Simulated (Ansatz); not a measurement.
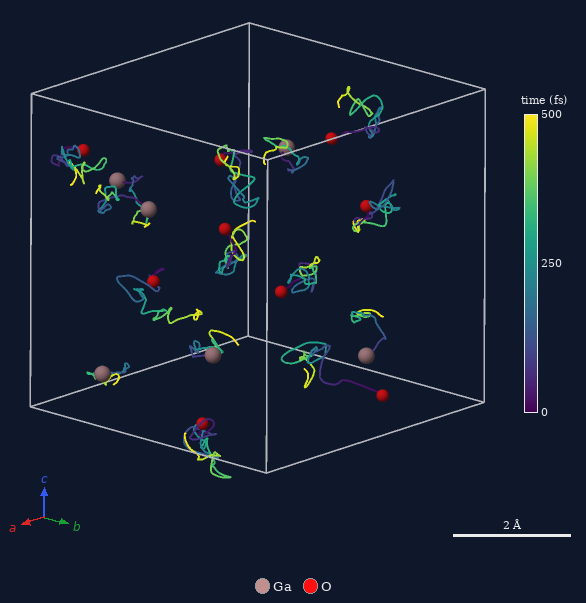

First-principles dynamics of an amorphous cell of composition Ga2O3 (15 atoms in the cell), 500 fs long. It starts from the last geometry of an earlier run, with fresh velocities. Lines trace each atom's path, coloured by time; spheres stand at the starting positions. Seen from a free direction in the simulation cell.

Method: DFT PBE, scalar-relativistic, plane waves, PAW (Ansatz 0.2.0). Settings: plane-wave cutoff 420 eV; k-point mesh 1 × 1 × 1; Fermi-Dirac smearing 0.186 eV; set temperature 2160 K; time step 2 fs.

**Describe the motion.**

In the second half of the run the atoms are, in the root-mean-square, this far from where they began (common drift taken out): Ga 0.89 Å, O 0.85 Å. That is a large part of the typical shortest distance between atoms in the first frame, about 1.8 Å and still growing: the atoms leave their places as in a liquid. The mean temperature in the second half is 2210 K (standard deviation 404 K). The potential energy in the second half lies on average 347 meV per atom below the first frame. The mean pressure there is 16.9 GPa.

Limits of the set-up: the periodic images lie only 5.5 Å apart, so the values are limited by the cell's size.
